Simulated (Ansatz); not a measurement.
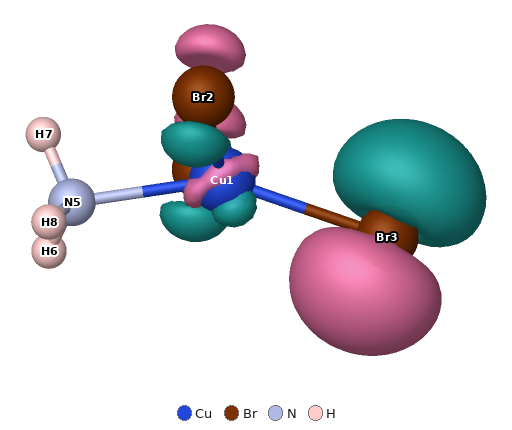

Figure 1: Br₃CuH₃N (charge −1, doublet). The HOMO−1 (β) at ±0.15 Å⁻³ᐟ² (teal and pink are the two phases), seen from one side.

Geometry: PBE-D4/def2-SVPD.

Method: UKS PBE0-D4/def2-TZVPD (Ansatz).

Input file:

```
crystal:
  periodic: [false, false, false]
  atoms:
    - {symbol: Cu, position_ang: [-0.004870, 0.934473, 0.084845]}
    - {symbol: Br, position_ang: [2.351399, 0.688769, 0.799045]}
    - {symbol: Br, position_ang: [0.008204, 3.167789, -0.726553]}
    - {symbol: Br, position_ang: [-2.393943, 0.671957, 0.673387]}
    - {symbol: N, position_ang: [0.009526, -1.112446, -0.208672]}
    - {symbol: H, position_ang: [-0.816671, -1.431023, -0.725841]}
    - {symbol: H, position_ang: [-0.040033, -1.492892, 0.741738]}
    - {symbol: H, position_ang: [0.886388, -1.426626, -0.637949]}
basis:
  gaussian: {orbitals: def2-TZVPD, initial_orbitals: start.molden}
total_charge: -1
magnetization: {spin_polarized: true, initial_magnetization: 1}
hamiltonian: {xc: pbe0, dispersion: d4}
scf: {omitted_lower_state_checks: [starts]}
output: {orbitals: {seedname: orbitals}}
```

Command:

```sh
ansatz run in.yaml --threads 4 --pin off --events-out ev --progress --plain --max-ram 4787MiB
```

Q: What is the character of this orbital?

A: By Hirshfeld shares it lies mainly on Br3 (about 75 %), Br2 (about 10 %), Br4 (about 10 %) and Cu1 (about 10 %); largely a lone pair of Br3. Its energy is −3.21 eV.
